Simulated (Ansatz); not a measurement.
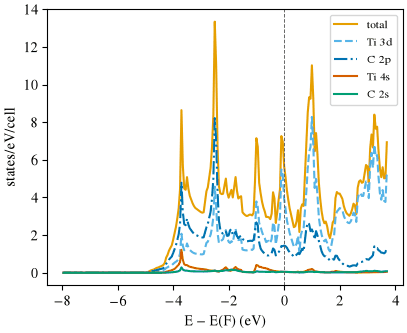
Figure: Total and projected density of states of TiC in space group Pm-3m (No. 221; Ti on 3c, C on 3d), plane-wave PAW PBE (Ansatz code)

Problem. Which orbitals carry the states next to the Fermi level?

Solution. Within 0.5 eV of the Fermi level: Ti 3d 64 %, C 2p 29 %. Projections are on Löwdin-orthogonalised atomic valence shells; empty p or d shells of many metals are not among them.

Problem. Where is the tallest occupied peak in this window, and what makes it?

Solution. Near -2.5 eV, about 13 states/eV per cell; the largest projected share is C 2p.

The start of the workflow was typed in or built on a structure type; neither database checked (COD, Materials Project) lists it. It is not the phase usual at ambient conditions (space group No. 225). Symmetry was held in the PBE relaxation; whether a distortion lowers the energy is not shown. The run is not spin-polarised. Its formation energy is positive at this level, so the cell may be metastable or incomplete.

Potentials: the earlier of the program's two PAW sets.
